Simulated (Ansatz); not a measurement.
# CH₅ClGe: how energies converge with the basis set

How large a basis does CH₅ClGe need? Two functionals are run in growing sets.

The runs use Ansatz 0.2.0, Gaussian basis; one geometry, several basis sets.

Plan: PBE0-D4/def2-SVP; ωB97M-V/def2-SVP; PBE0-D4/def2-QZVPP; ωB97M-V/def2-QZVPP; the functionals' def2-TZVPP values are taken from earlier runs.

## Step 1: The relaxed structure

An earlier PBE0-D4 in a triple-zeta def2 set relaxation fixed the geometry.

SMILES `[CH3][GeH2][Cl]`, 8 atoms, charge 0, spin multiplicity 1.

Atoms are counted from 1 here; the program's logs count them from 0.

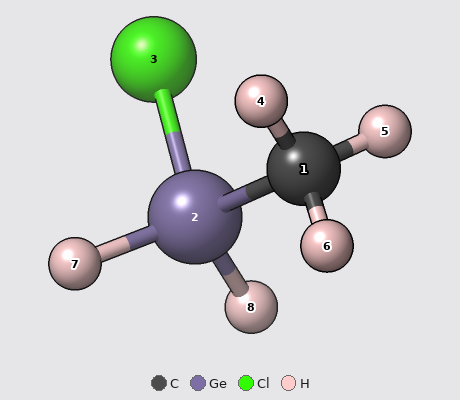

The geometry (carbon dark grey, germanium purple, chlorine green, hydrogen pink); atoms are numbered from 1 in the order of the file.

## Step 2: PBE0-D4 in def2-SVP

Contents of in.yaml:

```yaml
crystal:
  periodic: [false, false, false]
  atoms:
    - {symbol: C, position_ang: [-0.555023, 0.817369, -0.373753]}
    - {symbol: Ge, position_ang: [0.403025, -0.782102, 0.161771]}
    - {symbol: Cl, position_ang: [1.611673, -0.270621, 1.883008]}
    - {symbol: H, position_ang: [0.153792, 1.604508, -0.630733]}
    - {symbol: H, position_ang: [-1.187626, 1.161244, 0.444528]}
    - {symbol: H, position_ang: [-1.180641, 0.603545, -1.242450]}
    - {symbol: H, position_ang: [1.379631, -1.278921, -0.914579]}
    - {symbol: H, position_ang: [-0.532631, -1.912121, 0.616407]}
basis:
  gaussian: {orbitals: def2-SVP}
hamiltonian: {xc: pbe0, dispersion: d4}
output: {orbitals: {seedname: orbitals}}
```

The runs that follow: ωB97M-V in def2-SVP; PBE0-D4 in def2-QZVPP; ωB97M-V in def2-QZVPP.

Q: Predict the results of all the runs planned. Wanted: PBE0-D4: double and triple zeta above quadruple; ωB97M-V: double and triple zeta above quadruple.

As calculated:

| quantity | value |
| --- | --- |
| PBE0-D4: double and triple zeta above quadruple | 14.39, 1.66 eV |
| ωB97M-V: double and triple zeta above quadruple | 14.39, 1.62 eV |

What this shows: PBE0-D4 gains 12.73 eV from double to triple zeta, then 1.66 eV more. Total energies overstate the basis error of differences, where much of it tends to cancel. The LUMO of ωB97M-V is positive and keeps falling with the basis (2.40 to 1.50 eV): an unbound level that the basis holds in place.
